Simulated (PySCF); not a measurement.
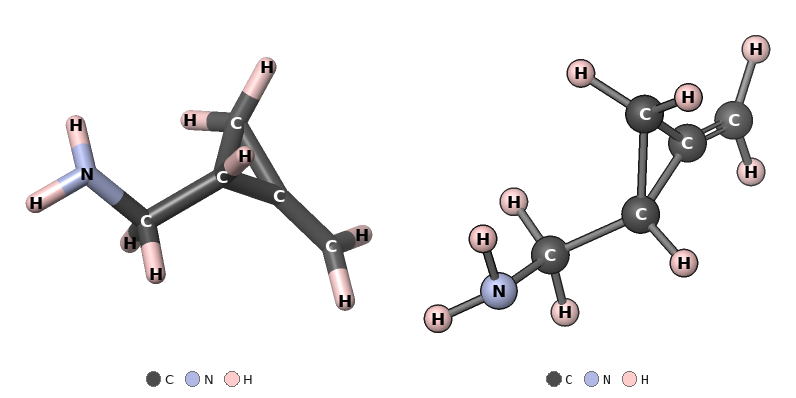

Two views of one molecule.

Computed geometry: PBE0-D3(BJ)/def2-SVP optimisation. No frequency run is at hand to confirm it as a minimum.

> Count the atoms of each element.

C5H9N, 15 atoms: 5 carbon, 9 hydrogen and 1 nitrogen.

> What is its SMILES?

C=C1C[C@H]1CN

> Give the symmetry (Schoenflies symbol).

C1.

> Count the bonded pairs by element.

7 C–H, 5 C–C, 2 N–H, 1 C–N.

> Name some functional groups or characteristic bonds that it holds.

Among them: primary amine, alkene.

More results for the same structure follow; atom numbers are the same in all pictures, views and colours differ.

### Geometry

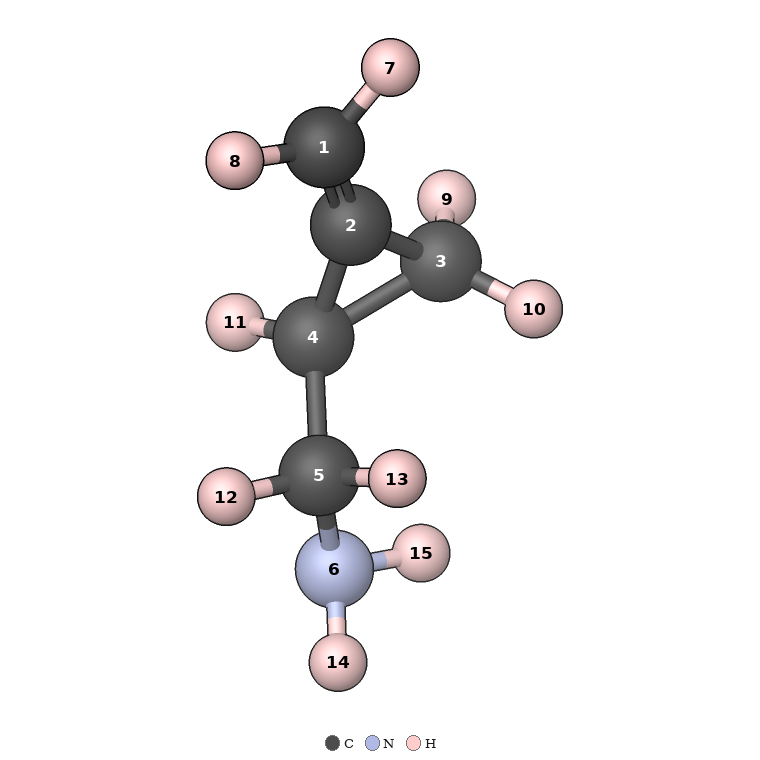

No frequency run is at hand to confirm it as a minimum.

Estimate the angles C1–C2–C4, C2–C1–H8, C2–C3–C4, C2–C3–H10, C2–C4–H11, C3–C2–C4, C3–C4–C5, C4–C3–H10, C4–C5–H12, C5–C4–H11, C5–N6–H14, C5–N6–H15.

```tsv
angle	degrees
C1–C2–C4	148.4
C2–C1–H8	121.2
C2–C3–C4	58.3
C2–C3–H10	118.0
C2–C4–H11	117.4
C3–C2–C4	63.2
C3–C4–C5	119.9
C4–C3–H10	117.7
C4–C5–H12	108.7
C5–C4–H11	113.7
C5–N6–H14	110.8
C5–N6–H15	109.9
```

### NMR shielding

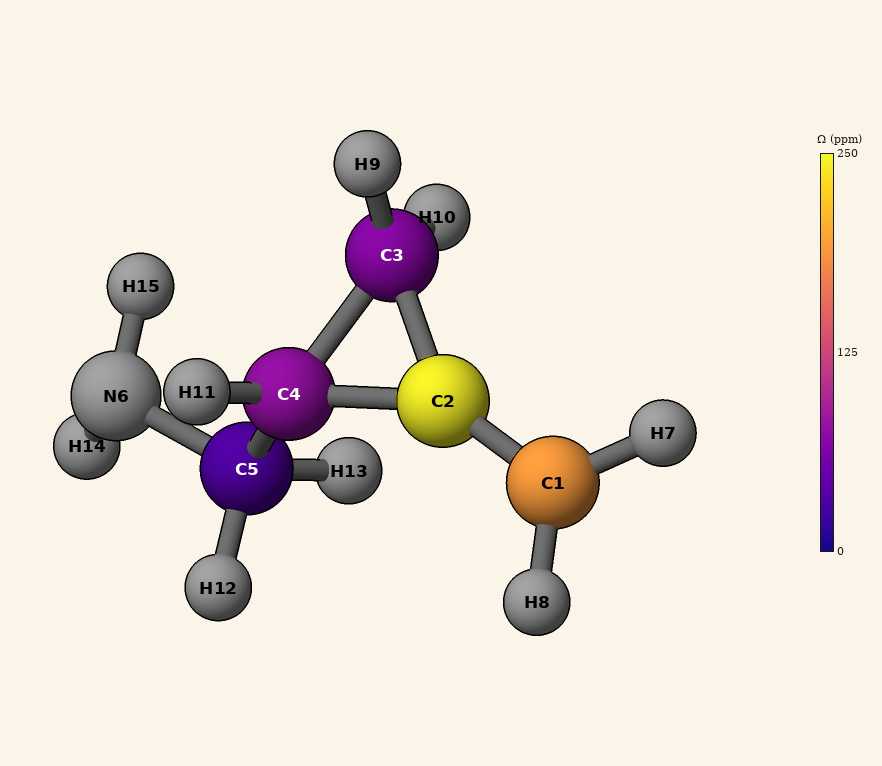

The C atoms are coloured by the span of their shielding tensor. No frequency run is at hand to confirm it as a minimum. Method: GIAO B97-2/pcSseg-1 NMR shielding, non-relativistic, gas phase (PySCF 2.14.0). Principal shieldings σ11 ≤ σ22 ≤ σ33, span Ω = σ33 − σ11, skew κ = 3(σiso − σ22)/Ω.

> Which C atom has the most anisotropic shielding?

C2, with a span of 243 ppm.

Give the shielding tensors of the C atoms.

```tsv
atom	σ11	σ22	σ33	σiso	Ω	κ
C1	−27.6	87.1	163.9	74.5	191.4	−0.20
C2	−51.9	−7.8	191.4	43.9	243.3	0.64
C3	143.9	162.2	213.5	173.2	69.6	0.48
C4	132.0	148.8	210.0	163.6	78.0	0.57
C5	117.4	133.8	152.0	134.4	34.7	0.05
```

Shieldings and span in ppm.

### Levels of theory compared

No frequency run is at hand to confirm it as a minimum. Program: PySCF 2.14.0.

Compare HOMO–LUMO gap (eV), dipole (D) at these levels: B97-2/pcSseg-1; BHandHLYP/pcSseg-1; CAM-B3LYP/pcSseg-1; LC-wPBE/pcSseg-1; WP04/pcSseg-1; ωB97X-D/pcSseg-1.

| level | HOMO–LUMO gap (eV) | dipole (D) |
| --- | --- | --- |
| B97-2/pcSseg-1 | 6.66 | 1.31 |
| BHandHLYP/pcSseg-1 | 9.58 | 1.33 |
| CAM-B3LYP/pcSseg-1 | 9.59 | 1.32 |
| LC-wPBE/pcSseg-1 | 12.15 | 1.37 |
| WP04/pcSseg-1 | 6.02 | 1.30 |
| ωB97X-D/pcSseg-1 | 10.75 | 1.34 |

### Ring current

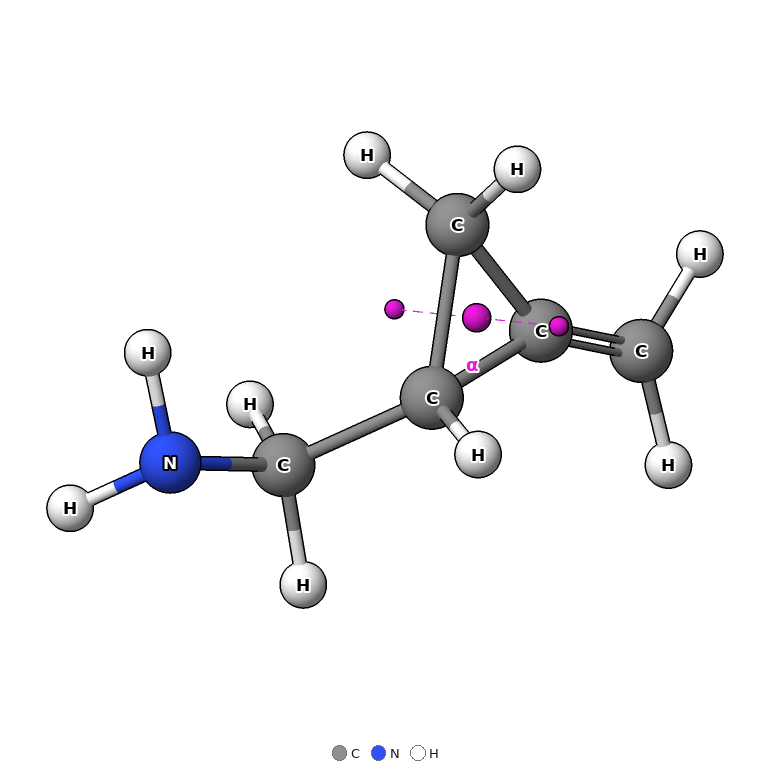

The small points mark where nucleus-independent chemical shifts (NICS) were computed: at the centre of each lettered ring and 1 Å above and below it. No frequency run is at hand to confirm it as a minimum. Level of theory: GIAO BHandHLYP/pcSseg-1 NMR shielding, non-relativistic, gas phase (PySCF 2.14.0).

Give NICS(0), NICS(1) and the out-of-plane component NICS(1)zz for each ring (means of the two sides).

```
ring  members  NICS(0)  NICS(1)  NICS(1)zz
   α       C3    −30.0     −8.1      −19.1
```

Values in ppm.
